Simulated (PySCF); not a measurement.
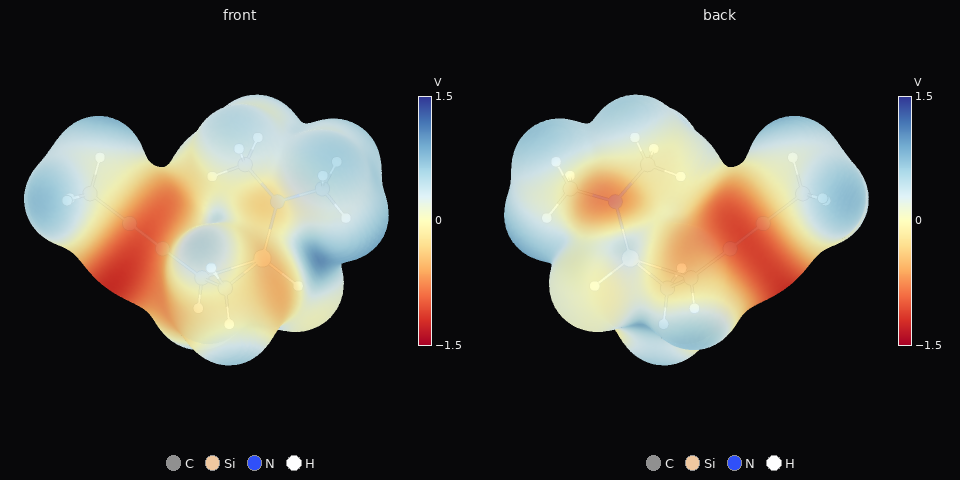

*C₇H₁₃NSi. The molecular electrostatic potential painted on the density surface at 0.002 e/bohr³, seen from the front and from behind; red is negative and blue positive.*

Geometry: PBE0-D3(BJ)/def2-SVP.

Computed with PBE0/pcSseg-1, SCF density, gas phase, non-relativistic (PySCF).

The calculation's input:

```
{"job": {"kind": "nmr", "xc": "PBE0", "basis": "pcSseg-1"}, "charge": 0, "multiplicity": 1}
C      3.364626     1.868117     0.374925
C      2.527119     0.732636     0.022722
C      1.832205    -0.219217    -0.275746
C      0.991395    -1.326229    -0.631370
C     -0.028281    -1.158864    -1.812631
Si    -0.813996    -1.512192    -0.174645
N     -1.646958    -0.367811     0.803199
C     -1.039370     0.820217     1.350913
C     -3.087218    -0.388406     0.863428
H      3.731254     2.393689    -0.521542
H      4.245622     1.545315     0.952627
H      2.817138     2.600842     0.989825
H      1.526934    -2.286199    -0.654186
H     -0.086115    -0.132395    -2.193181
H      0.041846    -1.900556    -2.616586
H     -1.325398    -2.888336     0.050573
H     -1.333853     1.735962     0.800412
H     -1.342257     0.958416     2.405701
H      0.056413     0.748899     1.316137
H     -3.440026    -0.259383     1.903690
H     -3.551333     0.412567     0.253754
H     -3.481606    -1.350973     0.500691
```

Launched as:

```sh
OMP_NUM_THREADS=1 python probes_run.py task.json out
```

Describe the electrostatic potential map.

The most negative region (about −1.2 V) lies over C2 and C3, the most positive (about +0.9 V) over Si6.

What dipole moment does the calculation give?

Its dipole moment is 1.42 D.
